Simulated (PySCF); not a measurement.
C7H12Si

Input

```
{"job": {"kind": "nmr", "xc": "PBE0", "basis": "pcSseg-1"}, "charge": 0, "multiplicity": 1}
C     -3.879172    -0.463603     0.194411
C     -2.377242    -0.562820     0.427286
C     -1.618193     0.554882    -0.296896
C     -0.152497     0.468107    -0.039246
C      0.767668     0.266795    -0.981987
C      2.145994     0.186529    -0.706398
C      3.332152     0.122752    -0.473010
Si     5.131976     0.029234    -0.096118
H     -4.260654     0.487123     0.561466
H     -4.107465    -0.537481    -0.866822
H     -4.398844    -1.265673     0.713378
H     -2.013490    -1.529203     0.070519
H     -2.169435    -0.503484     1.497984
H     -1.988613     1.519673     0.064108
H     -1.816357     0.495153    -1.369240
H      0.154265     0.563759     0.994452
H      0.485465     0.162525    -2.023454
H      5.821768     1.091684    -0.833969
H      5.629170    -1.285380    -0.513068
H      5.308354     0.210110     1.348110
```

Command:

```sh
OMP_NUM_THREADS=1 python probes_run.py task.json out
```

Geometry: GFN2-xTB.

Theory: PBE0/pcSseg-1, SCF density, gas phase, non-relativistic (PySCF).

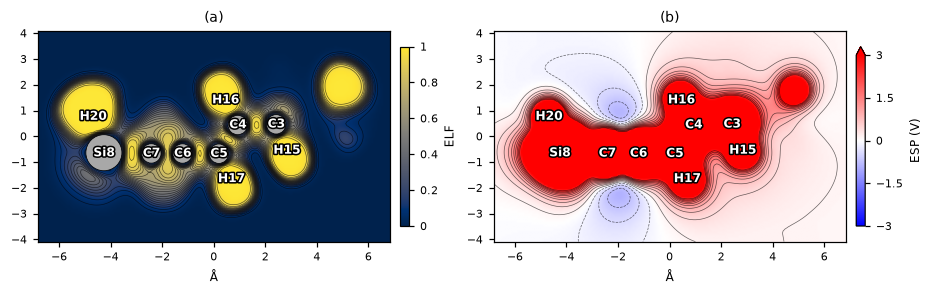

Figure 1. (a) electron localisation function; (b) electrostatic potential on the plane of atoms C4, C5 and C6. Grey discs cover the atomic cores in the ELF map.

Q: Describe what can be read from this map.

A: Atoms in the plane: C, Si and H. C–C (1.21 Å): the ELF peaks at about 0.85 between the atoms: a multiple bond. C–Si (1.84 Å): the ELF peaks at about 0.95 between the atoms: localised, covalent bonding. C–H (1.08 Å): the ELF climbs to about 1 towards the hydrogen, as it does in any bond to H: an ordinary covalent bond to hydrogen. C–C (1.33 Å): the ELF peaks at about 0.95 between the atoms: a multiple bond. Si–H (1.47 Å): the ELF climbs to about 1 towards the hydrogen. Outside the dense part of the molecule the potential is most negative (−0.9 V) near C7.

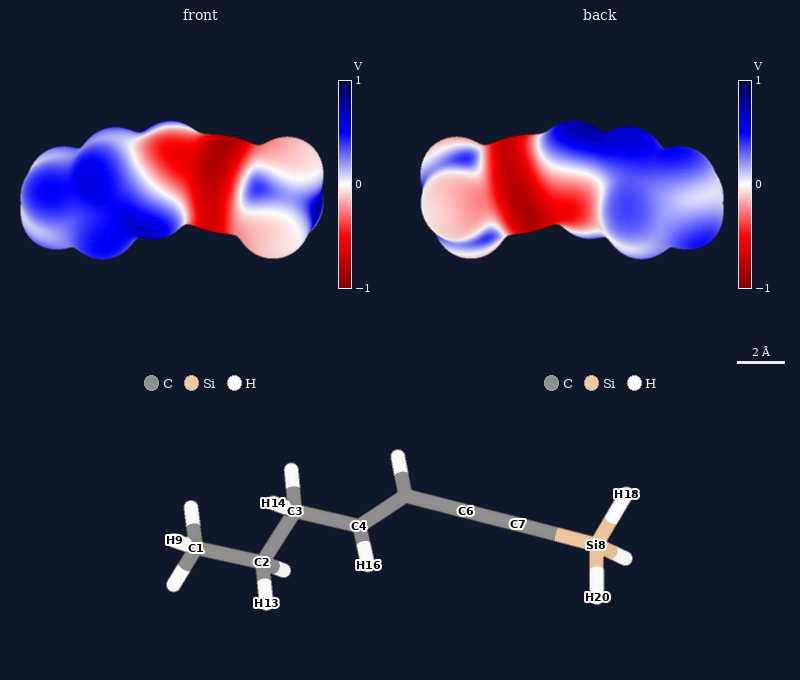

Figure 2. The electrostatic potential painted on the density surface at 0.001 e/bohr³, seen from the front and from behind; the colour scale runs from red (negative) to blue (positive). The bare structure is drawn below in the same view.

Q: Where is the surface potential most negative and most positive?

A: The most negative region (about −0.8 V) lies over C6 and C7, the most positive (about +0.8 V) over Si8 and H17.

Q: How polar is the molecule by this calculation?

A: Its dipole moment is 1.69 D.
